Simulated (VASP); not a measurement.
Given:

```yaml
crystal:
  lattice:
    - [1.60154, -2.77395, 0.00000]
    - [1.60154, 2.77395, 0.00000]
    - [0.00000, 0.00000, 16.06437]
  atoms:
    - { symbol: W, position: [0.33333, 0.66667, 0.25000] }
    - { symbol: W, position: [0.66667, 0.33333, 0.75000] }
    - { symbol: S, position: [0.33333, 0.66667, 0.84791] }
    - { symbol: S, position: [0.66667, 0.33333, 0.34791] }
    - { symbol: S, position: [0.66667, 0.33333, 0.15209] }
    - { symbol: S, position: [0.33333, 0.66667, 0.65209] }
```

All values below come from revPBE GGA, VASP's PBE PAW potentials (set 64) (plane waves; VASP 6.6.1). Run with 520 eV cut-off, 9×9×2 Γ-centred mesh, tetrahedra with Blöchl corrections, potentials W_sv S.

Without a dispersion term in the relaxation, distances and binding between the weakly bound layers, chains or molecules are unreliable, and so is what depends on them. Unless said otherwise, spin-orbit coupling is left out, though it shifts the bands of the heavy elements here.

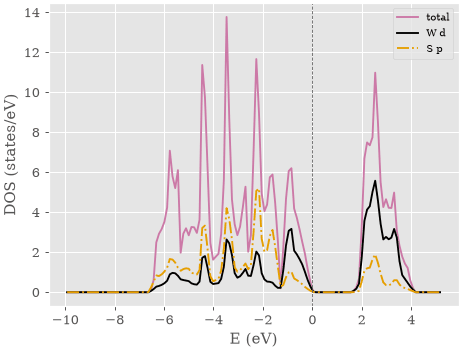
*Total and projected density of states, zero at the valence-band maximum*

Within 2 eV below the valence-band maximum the largest weight inside VASP's projection spheres is W d, then S p.

The gap is indirect, 1.67 eV, from the valence maximum at Γ to the conduction minimum at K.

The compound is WS2 in the 2H layered structure. It was relaxed first, which changed the volume by +35 %.
